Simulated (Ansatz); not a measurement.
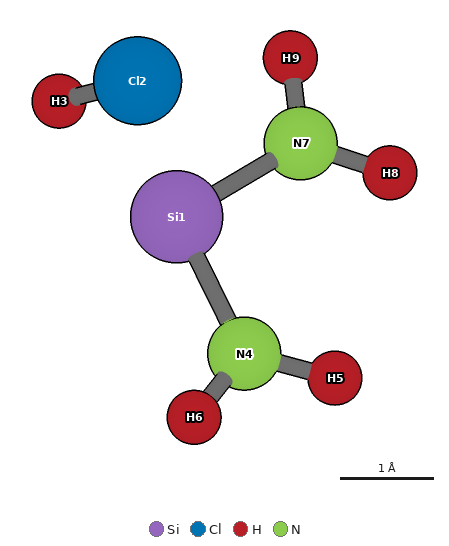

*The structure as given in the input (ball-and-stick view, seen at a tilt; atoms are numbered from 1 in the order of the input).*

# Geometry relaxation, with input and output: SiN$_{2}$H$_{5}$Cl

- system: SiN$_{2}$H$_{5}$Cl
- method: RKS PBE-D4/6-31G* (Ansatz 0.2.0)

It belongs to a series of runs on one base structure; here: end point B relaxed. Figures and captions count atoms from 1; the log counts them from 0 in places.

**Input file**
```yaml
crystal:
  periodic: [false, false, false]
  atoms:
    - { symbol: Si, position_ang: [0.092541, 0.019329, -0.915177] }
    - { symbol: Cl, position_ang: [1.762769, 0.017934, 1.980741] }
    - { symbol: H, position_ang: [2.189846, 0.039076, 0.708693] }
    - { symbol: "N", position_ang: [-1.005896, 1.330451, -0.618605] }
    - { symbol: H, position_ang: [-2.000714, 1.272262, -0.392804] }
    - { symbol: H, position_ang: [-0.66146, 2.287888, -0.563973] }
    - { symbol: "N", position_ang: [-0.984043, -1.341172, -0.854395] }
    - { symbol: H, position_ang: [-1.981631, -1.339481, -0.632019] }
    - { symbol: H, position_ang: [-0.626712, -2.286285, -0.984962] }
basis:
  gaussian: { orbitals: "6-31G*" }
hamiltonian:
  xc: pbe
  dispersion: d4
relax:
  f_tol: 0.03
  max_steps: 50
```

Machine: 1 thread of Arm Neoverse V1, 24 GiB of memory available, shared host.

Command:
```bash
ansatz run input.yaml --threads 1 --pin off --max-ram 2048MiB --backend cpu --events-out ev --progress --plain --runs-dir out
```

**What the program printed**
```
The last accepted step is kept in [file] (removed where the run ends without a failure and the disk answers)
Engine: ansatz 0.2.0, aarch64-unknown-linux-gnu
Functional definition: PBE
  parameter kappa = 0.804
  parameter beta = 0.06672455060314922
  exchange = pbe_x(kappa = kappa, mu = beta*pi^2/3)
  correlation = pbe_c(beta = beta)
1017 factors; their error is unknown
mean field evaluation 1: about -23434.0830 eV, gradient 8.5e1 eV
mean field evaluation 2: about -23331.3578 eV, gradient 1.8e2 eV
mean field evaluation 4: about -23447.8223 eV, gradient 1.4e1 eV
mean field evaluation 8: about -23448.3846 eV, gradient 2.6e-1 eV
mean field evaluation 16: about -23448.3267 eV, gradient 1.2e-3 eV
mean field -23448.32673281 eV, -861.7101135841 hartree, gradient 5.5e-5 eV, S^2 0.000000; 0 other end points of the search recorded, 0 dependent functions left out
the calculation of the forces begins
reference -23448.32676554 eV, -861.7101147870 hartree; 25, 25 occupied and 53, 53 virtual orbitals, 1017 factors
relax step   1: F+E_penalty+E_count = -23448.50163005 eV  Δ(F+E_penalty+E_count) = +0.000e0 eV  max|allowed force component| = 6.628e-1 eV/Å  Δτ_max = 0.0000 Å  (28 SCF iters, accepted)
these checks for a lower state are left out or cut short: starts, cluster_reference, orbital_swaps, neighbouring_geometries, increment
1017 factors; their error is unknown
mean field -23448.39290052 eV, -861.7125452025 hartree, gradient 2.3e-5 eV, S^2 0.000000; 0 other end points of the search recorded, 0 dependent functions left out
[... from here on the field's lines of each further geometry are left out, up to the last ...]
relax step   2: F+E_penalty+E_count = -23448.56124168 eV  Δ(F+E_penalty+E_count) = -5.961e-2 eV  max|allowed force component| = 1.087e0 eV/Å  Δτ_max = 0.1949 Å  (34 SCF iters, accepted)
relax step   3: F+E_penalty+E_count = -23448.64030054 eV  Δ(F+E_penalty+E_count) = -7.906e-2 eV  max|allowed force component| = 3.363e-1 eV/Å  Δτ_max = 0.1997 Å  (34 SCF iters, accepted)
relax step   4: F+E_penalty+E_count = -23448.67758038 eV  Δ(F+E_penalty+E_count) = -3.728e-2 eV  max|allowed force component| = 2.433e-1 eV/Å  Δτ_max = 0.2000 Å  (28 SCF iters, accepted)
relax step   5: F+E_penalty+E_count = -23448.69855960 eV  Δ(F+E_penalty+E_count) = -2.098e-2 eV  max|allowed force component| = 6.632e-1 eV/Å  Δτ_max = 0.1945 Å  (35 SCF iters, accepted)
relax step   6: F+E_penalty+E_count = -23448.72156845 eV  Δ(F+E_penalty+E_count) = -2.301e-2 eV  max|allowed force component| = 3.065e-1 eV/Å  Δτ_max = 0.1353 Å  (30 SCF iters, accepted)
relax step   7: F+E_penalty+E_count = -23448.73916993 eV  Δ(F+E_penalty+E_count) = -1.760e-2 eV  max|allowed force component| = 2.607e-1 eV/Å  Δτ_max = 0.1946 Å  (29 SCF iters, accepted)
relax step   8: F+E_penalty+E_count = -23448.74536282 eV  Δ(F+E_penalty+E_count) = -6.193e-3 eV  max|allowed force component| = 1.900e-1 eV/Å  Δτ_max = 0.1788 Å  (28 SCF iters, accepted)
relax step   9: F+E_penalty+E_count = -23448.75233996 eV  Δ(F+E_penalty+E_count) = -6.977e-3 eV  max|allowed force component| = 1.044e-1 eV/Å  Δτ_max = 0.0925 Å  (30 SCF iters, accepted)
relax step  10: F+E_penalty+E_count = -23448.75551903 eV  Δ(F+E_penalty+E_count) = -3.179e-3 eV  max|allowed force component| = 1.959e-1 eV/Å  Δτ_max = 0.0658 Å  (29 SCF iters, accepted)
relax step  11: F+E_penalty+E_count = -23448.75887190 eV  Δ(F+E_penalty+E_count) = -3.353e-3 eV  max|allowed force component| = 3.018e-2 eV/Å  Δτ_max = 0.0579 Å  (29 SCF iters, accepted)
relax step  12: F+E_penalty+E_count = -23448.75912669 eV  Δ(F+E_penalty+E_count) = -2.548e-4 eV  max|allowed force component| = 1.030e-1 eV/Å  Δτ_max = 0.0682 Å  (29 SCF iters, accepted)
relax step  13: F+E_penalty+E_count = -23448.75912301 eV  Δ(F+E_penalty+E_count) = +3.676e-6 eV  max|allowed force component| = 8.410e-2 eV/Å  Δτ_max = 0.0413 Å  (28 SCF iters, rejected (line search))
relax step  14: F+E_penalty+E_count = -23448.75980126 eV  Δ(F+E_penalty+E_count) = -6.746e-4 eV  max|allowed force component| = 5.980e-2 eV/Å  Δτ_max = 0.0207 Å  (30 SCF iters, accepted)
the calculation of the forces begins
reference -23448.59877128 eV, -861.7201108135 hartree; 25, 25 occupied and 53, 53 virtual orbitals, 1017 factors
relax step  15: F+E_penalty+E_count = -23448.76016123 eV  Δ(F+E_penalty+E_count) = -3.600e-4 eV  max|allowed force component| = 2.460e-2 eV/Å  Δτ_max = 0.0169 Å  (30 SCF iters, accepted)
1017 factors; their error is unknown
mean field evaluation 128: about -23448.6498 eV, gradient 3.4e-1 eV
```

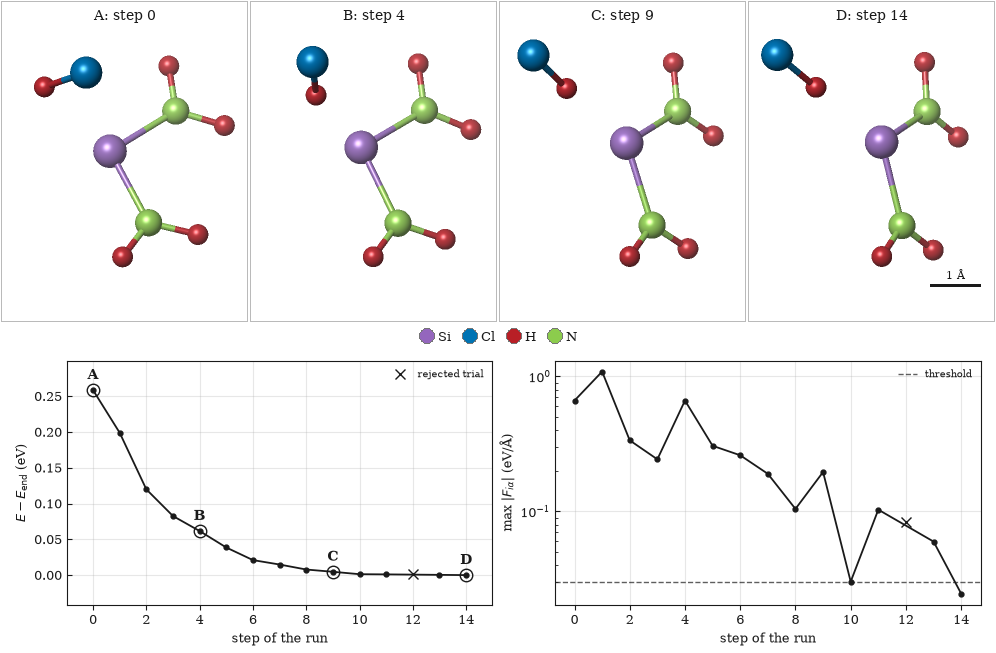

*Frames of the relaxation (ball-and-stick view, seen at a tilt) above the curves, on which the letters mark them (the first geometry is step 0 here and step 1 in the log).*

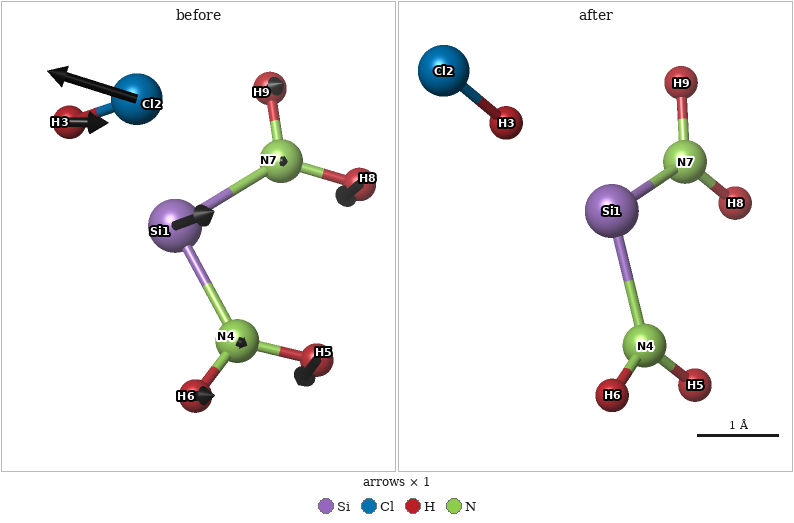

*Before (left) and after (right) the relaxation, at one scale (ball-and-stick view, seen at a tilt). The black arrows give the displacements, at true length.*

The largest move after the best rigid fit is that of Cl2, 1.18 Å. By element the largest moves are Cl 1.18 Å, Si 0.78 Å, H 0.70 Å, N 0.14 Å. Distances before and after: Cl2–H3 1.342 → 1.353 Å, Si1–N4 1.736 → 1.730 Å. The energy falls by 0.259 eV in 14 geometry steps. The largest force component goes from 0.66 to 0.025 eV/Å. The line search rejected the trial step at point 12 (counted from 0) and went back. (Atoms are counted from 1 in the order of the input.)

```
mean field -23448.59873816 eV, -861.7201095965 hartree, gradient 1.8e-5 eV, S^2 0.000000; 1 other end points of the search recorded, 0 dependent functions left out
the calculation of the forces begins
reference -23448.59877128 eV, -861.7201108135 hartree; 25, 25 occupied and 53, 53 virtual orbitals, 1017 factors
Total energy: -23448.76019434 eV, -861.7260430016 hartree
Atom 0 at    -0.156511    -0.011248    -0.171718 Å, force    -0.002794    -0.000084    -0.000644 eV/Å
Atom 1 at     2.900735    -0.008696     1.739443 Å, force     0.007676    -0.001137     0.004025 eV/Å
Atom 2 at     1.760013    -0.018198     1.012614 Å, force    -0.006235     0.001166    -0.004649 eV/Å
Atom 3 at    -1.136497     1.350451    -0.595506 Å, force    -0.021544    -0.001719    -0.010641 eV/Å
Atom 4 at    -2.027183     1.352240    -1.097702 Å, force     0.024119    -0.000794     0.011532 eV/Å
Atom 5 at    -0.841349     2.291344    -0.337561 Å, force    -0.002778    -0.004849    -0.001432 eV/Å
Atom 6 at    -1.057846    -1.343519    -0.809808 Å, force    -0.019302     0.000655    -0.009050 eV/Å
Atom 7 at    -1.949587    -1.317830    -1.309509 Å, force     0.024603     0.001282     0.011715 eV/Å
Atom 8 at    -0.707074    -2.294543    -0.702753 Å, force    -0.003746     0.005481    -0.000857 eV/Å
Dipole moment:    -1.115742     0.005412    -0.669596 e Å
```

**Trajectory as extended XYZ (Å, eV, eV/Å), 15 frames, from step=1 to step=15**
```
9
Properties=species:S:1:pos:R:3:forces:R:3 step=1 energy=-23448.50163
Si    0.0925    0.0193   -0.9152    0.0593   0.0154  -0.1891
Cl    1.7628    0.0179    1.9807    0.4668   0.0156  -0.4767
H     2.1898    0.0391    0.7087   -0.4627  -0.0187   0.6628
N    -1.0059    1.3305   -0.6186   -0.0232   0.0321  -0.0028
H    -2.0007    1.2723   -0.3928   -0.0116  -0.0049   0.0027
H    -0.6615    2.2879   -0.5640    0.0056  -0.0140   0.0019
N    -0.9840   -1.3412   -0.8544   -0.0377  -0.0345  -0.0026
H    -1.9816   -1.3395   -0.6320   -0.0022   0.0029   0.0025
H    -0.6267   -2.2863   -0.9850    0.0057   0.0061   0.0012
9
Properties=species:S:1:pos:R:3:forces:R:3 step=2 energy=-23448.56124
Si    0.0814    0.0258   -1.0065   -0.0436  -0.0022   0.1715
Cl    1.9255    0.0212    2.0879    0.2308   0.0151  -1.0868
H     2.0312    0.0339    0.7244   -0.3238  -0.0158   1.0562
N    -1.0072    1.3301   -0.6383    0.0414  -0.0125  -0.0346
H    -1.9952    1.2670   -0.3823    0.0264  -0.0133  -0.0094
H    -0.6604    2.2858   -0.5716    0.0003   0.0059  -0.0275
N    -0.9860   -1.3398   -0.8730    0.0398   0.0139  -0.0350
H    -1.9769   -1.3380   -0.6199    0.0309   0.0150  -0.0061
H    -0.6277   -2.2859   -0.9932   -0.0023  -0.0060  -0.0284
9
Properties=species:S:1:pos:R:3:forces:R:3 step=3 energy=-23448.64030
Si    0.1004   -0.0011   -0.8676   -0.0031   0.0469  -0.0991
Cl    2.1239    0.0422    2.0807    0.1643   0.0110   0.3113
H     1.8682    0.0601    0.7905   -0.2060  -0.0241  -0.3363
N    -1.0001    1.3224   -0.6360    0.1317   0.0826   0.0474
H    -1.9907    1.2597   -0.4007   -0.1120   0.0186  -0.0686
H    -0.6685    2.2890   -0.6263    0.0010  -0.1447   0.0795
N    -0.9961   -1.3471   -0.8877    0.1632  -0.0950   0.0218
H    -1.9877   -1.3296   -0.6523   -0.1386  -0.0079  -0.0607
H    -0.6646   -2.2955   -1.0732   -0.0005   0.1128   0.1047
9
Properties=species:S:1:pos:R:3:forces:R:3 step=4 energy=-23448.67758
Si    0.1068    0.0372   -0.9097   -0.0674  -0.0392   0.2433
Cl    2.1985    0.0064    2.0095    0.0669  -0.0109   0.0896
H     1.6838   -0.0167    0.7810   -0.0616   0.0271  -0.1689
N    -1.0039    1.3406   -0.6272   -0.0846  -0.0067  -0.0299
H    -2.0171    1.2729   -0.4838    0.1460   0.0377  -0.0266
H    -0.6691    2.3015   -0.5543   -0.0286  -0.0422  -0.0245
N    -0.9551   -1.3349   -0.8434   -0.0551  -0.0101  -0.0435
H    -1.9698   -1.3245   -0.6965    0.1356  -0.0404  -0.0311
H    -0.5893   -2.2825   -0.9481   -0.0510   0.0847  -0.0084
9
Properties=species:S:1:pos:R:3:forces:R:3 step=5 energy=-23448.69856
Si    0.1217    0.0206   -0.7165   -0.6632   0.0008  -0.0153
Cl    2.2666   -0.0211    1.9648    0.0551   0.0193  -0.0631
H     1.6910    0.0263    0.7272   -0.0010  -0.0350   0.1221
N    -1.0132    1.3410   -0.6113   -0.1504  -0.1490  -0.0092
H    -2.0452    1.2848   -0.5990    0.5000   0.0273  -0.0238
H    -0.6794    2.2999   -0.5069   -0.0478  -0.0529  -0.0041
N    -0.9642   -1.3403   -0.8270   -0.0934   0.1231   0.0082
H    -1.9966   -1.3206   -0.8081    0.4702  -0.0158  -0.0254
H    -0.5961   -2.2906   -0.8958   -0.0695   0.0822   0.0104
9
Properties=species:S:1:pos:R:3:forces:R:3 step=6 energy=-23448.72157
Si    0.0767    0.0212   -0.6470   -0.3065  -0.0104   0.0028
Cl    2.4016   -0.0180    1.9735   -0.0343   0.0050  -0.1966
H     1.7345    0.0015    0.7797    0.0270  -0.0053   0.2025
N    -1.0436    1.3514   -0.6193   -0.1257  -0.1424  -0.0108
H    -2.0699    1.3058   -0.6779    0.3017   0.0214   0.0010
H    -0.7093    2.3069   -0.4920   -0.0159  -0.0474  -0.0074
N    -0.9847   -1.3445   -0.8330   -0.0951   0.1297   0.0092
H    -2.0118   -1.3316   -0.8839    0.2805  -0.0192  -0.0047
H    -0.6088   -2.2926   -0.8727   -0.0317   0.0687   0.0040
9
Properties=species:S:1:pos:R:3:forces:R:3 step=7 energy=-23448.73917
Si    0.0245    0.0126   -0.5465   -0.0181  -0.0131   0.0795
Cl    2.5936   -0.0087    1.9433   -0.1859  -0.0011  -0.2607
H     1.7370   -0.0064    0.8732    0.1560   0.0037   0.2107
N    -1.0730    1.3504   -0.6206   -0.1943  -0.0391  -0.0312
H    -2.0864    1.3200   -0.7871    0.2328   0.0256   0.0246
H    -0.7382    2.3002   -0.4600   -0.0162  -0.0307  -0.0124
N    -1.0122   -1.3445   -0.8377   -0.1874   0.0295  -0.0251
H    -2.0270   -1.3315   -0.9992    0.2426  -0.0259   0.0218
H    -0.6337   -2.2921   -0.8380   -0.0294   0.0511  -0.0071
9
Properties=species:S:1:pos:R:3:forces:R:3 step=8 energy=-23448.74536
Si   -0.0270   -0.0058   -0.3763   -0.1900   0.0082  -0.1614
Cl    2.6622    0.0082    1.8485    0.1028   0.0012   0.0624
H     1.7010   -0.0066    0.8816   -0.0011  -0.0024   0.0277
N    -1.0826    1.3454   -0.6031    0.1711  -0.0275   0.0791
H    -2.0617    1.3385   -0.8867   -0.0754   0.0247  -0.0443
H    -0.7371    2.2834   -0.4081   -0.0584   0.0565   0.0026
N    -1.0266   -1.3436   -0.8275    0.1755   0.0077   0.0862
H    -2.0051   -1.3350   -1.1145   -0.0621  -0.0114  -0.0402
H    -0.6384   -2.2844   -0.7864   -0.0624  -0.0571  -0.0121
9
Properties=species:S:1:pos:R:3:forces:R:3 step=9 energy=-23448.75234
Si   -0.0485   -0.0037   -0.3685    0.0102  -0.0045   0.1044
Cl    2.7543    0.0038    1.8409    0.0040  -0.0003  -0.0098
H     1.7465   -0.0072    0.9306    0.0145  -0.0005   0.0173
N    -1.1036    1.3493   -0.5944   -0.0523  -0.0211  -0.0629
H    -2.0564    1.3444   -0.9654    0.0048  -0.0088   0.0294
H    -0.7908    2.2925   -0.3676    0.0388  -0.0178  -0.0252
N    -1.0389   -1.3501   -0.8162   -0.0736   0.0253  -0.0653
H    -1.9933   -1.3256   -1.1823    0.0038   0.0033   0.0298
H    -0.6847   -2.3034   -0.7497    0.0497   0.0244  -0.0177
9
Properties=species:S:1:pos:R:3:forces:R:3 step=10 energy=-23448.75552
Si   -0.0795   -0.0086   -0.3111   -0.0368   0.0025   0.0196
Cl    2.8194    0.0037    1.8311   -0.1959  -0.0013  -0.1540
H     1.7530   -0.0083    0.9761    0.1792  -0.0011   0.1263
N    -1.1169    1.3478   -0.5979   -0.0453  -0.0161  -0.0345
H    -2.0648    1.3450   -0.9852    0.0840  -0.0022   0.0308
H    -0.7912    2.2917   -0.3914   -0.0115  -0.0191   0.0042
N    -1.0522   -1.3482   -0.8189   -0.0535   0.0145  -0.0351
H    -2.0008   -1.3259   -1.2041    0.0858   0.0039   0.0327
H    -0.6823   -2.2971   -0.7712   -0.0060   0.0189   0.0100
9
Properties=species:S:1:pos:R:3:forces:R:3 step=11 energy=-23448.75887
Si   -0.1050   -0.0087   -0.2591   -0.0093  -0.0037   0.0025
Cl    2.8489    0.0003    1.8024    0.0048  -0.0032  -0.0012
H     1.7673   -0.0165    0.9898   -0.0032   0.0052  -0.0028
N    -1.1240    1.3481   -0.6003    0.0006   0.0149   0.0010
H    -2.0526    1.3416   -1.0268   -0.0011  -0.0023  -0.0056
H    -0.8162    2.2932   -0.3727    0.0025  -0.0302   0.0028
N    -1.0539   -1.3439   -0.8188   -0.0056  -0.0099  -0.0035
H    -1.9844   -1.3183   -1.2409    0.0073   0.0070  -0.0016
H    -0.6955   -2.2957   -0.7463    0.0039   0.0221   0.0084
9
Properties=species:S:1:pos:R:3:forces:R:3 step=12 energy=-23448.75913
Si   -0.1379   -0.0139   -0.1996   -0.0502   0.0153  -0.0220
Cl    2.8958   -0.0101    1.7725   -0.0212   0.0102  -0.0234
H     1.7805   -0.0018    1.0075    0.0070  -0.0217   0.0170
N    -1.1335    1.3462   -0.5979   -0.0704   0.0044  -0.0375
H    -2.0379    1.3427   -1.0796    0.1022  -0.0004   0.0544
H    -0.8386    2.2899   -0.3475   -0.0040  -0.0309  -0.0075
N    -1.0615   -1.3434   -0.8157   -0.0610  -0.0054  -0.0325
H    -1.9679   -1.3120   -1.2925    0.1030   0.0022   0.0540
H    -0.7143   -2.2975   -0.7196   -0.0054   0.0263  -0.0024
9
Properties=species:S:1:pos:R:3:forces:R:3 step=13 energy=-23448.75912 accepted=F
Si   -0.1462   -0.0081   -0.1855   -0.0606  -0.0163  -0.0168
Cl    2.9090    0.0017    1.7505   -0.0453  -0.0181  -0.0214
H     1.7677   -0.0378    1.0234    0.0372   0.0338   0.0073
N    -1.1378    1.3504   -0.5995   -0.0427  -0.0115  -0.0225
H    -2.0356    1.3454   -1.0921    0.0841  -0.0006   0.0438
H    -0.8468    2.2939   -0.3453   -0.0033  -0.0158  -0.0062
N    -1.0582   -1.3405   -0.8128   -0.0454   0.0128  -0.0219
H    -1.9576   -1.3121   -1.3016    0.0821  -0.0011   0.0419
H    -0.7096   -2.2930   -0.7095   -0.0060   0.0167  -0.0041
9
Properties=species:S:1:pos:R:3:forces:R:3 step=14 energy=-23448.75980
Si   -0.1529   -0.0113   -0.1883    0.0598   0.0003   0.0340
Cl    2.8932   -0.0089    1.7520    0.0016   0.0014  -0.0030
H     1.7641   -0.0141    1.0076   -0.0094  -0.0040  -0.0021
N    -1.1352    1.3529   -0.5962   -0.0505  -0.0079  -0.0276
H    -2.0324    1.3576   -1.0867    0.0238   0.0024   0.0115
H    -0.8345    2.2929   -0.3407   -0.0008  -0.0149  -0.0013
N    -1.0580   -1.3471   -0.8121   -0.0474   0.0081  -0.0237
H    -1.9563   -1.3247   -1.3000    0.0243  -0.0015   0.0108
H    -0.7033   -2.2972   -0.7081   -0.0014   0.0160   0.0013
9
Properties=species:S:1:pos:R:3:forces:R:3 step=15 energy=-23448.76016
Si   -0.1565   -0.0112   -0.1717   -0.0028  -0.0001  -0.0006
Cl    2.9007   -0.0087    1.7394    0.0077  -0.0011   0.0040
H     1.7600   -0.0182    1.0126   -0.0062   0.0012  -0.0046
N    -1.1365    1.3505   -0.5955   -0.0215  -0.0017  -0.0106
H    -2.0272    1.3522   -1.0977    0.0241  -0.0008   0.0115
H    -0.8413    2.2913   -0.3376   -0.0028  -0.0048  -0.0014
N    -1.0578   -1.3435   -0.8098   -0.0193   0.0007  -0.0091
H    -1.9496   -1.3178   -1.3095    0.0246   0.0013   0.0117
H    -0.7071   -2.2945   -0.7028   -0.0037   0.0055  -0.0009
```

**Summary**

- outcome: converged
- total energy: −23448.7602 eV
- mean-field energy: −23448.5988 eV
- largest force (length of the vector) at the end: 0.027 eV/Å
- wall time: 42 s
- peak memory: 0.13 GiB
